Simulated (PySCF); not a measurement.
SMILES F[Si](F)(F)CCc1cccs1, GFN2-xTB optimised geometry. Atoms within 1.6 Å of the plane z = 0.0 Å (x, y, z in Å): F1 (-3.46, -2.33, 0.57), Si2 (-2.22, -2.37, 1.57), F4 (-1.52, -3.76, 1.26), C5 (-1.08, -0.89, 1.43), C6 (-0.44, -0.74, 0.04), C7 (0.48, 0.42, 0.00), C8 (1.84, 0.42, 0.00), C9 (2.40, 1.72, 0.00), C10 (1.46, 2.70, 0.01), S11 (-0.14, 2.05, 0.01), H14 (0.11, -1.64, -0.22), H15 (-1.24, -0.61, -0.70), H16 (2.43, -0.47, -0.01), H17 (3.46, 1.92, 0.00), H18 (1.59, 3.76, 0.01).

Level of theory: B3LYP/def2-SVP run with PySCF. Cells within 0.4 Å of a nucleus heavier than hydrogen are left out (blank, or x).

Map of the electrostatic potential (hartree/e), clipped to [-0.08, 0.12] on the plane z = 0.0 Å:

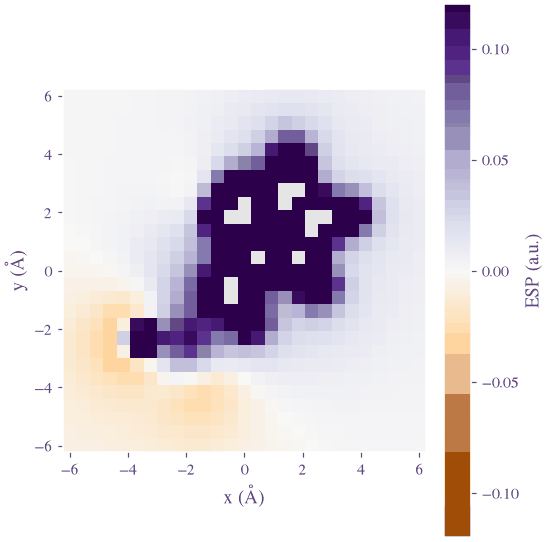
Figure. Electrostatic potential (hartree/e), clipped to [-0.08, 0.12] on the plane z = 0.0 Å.
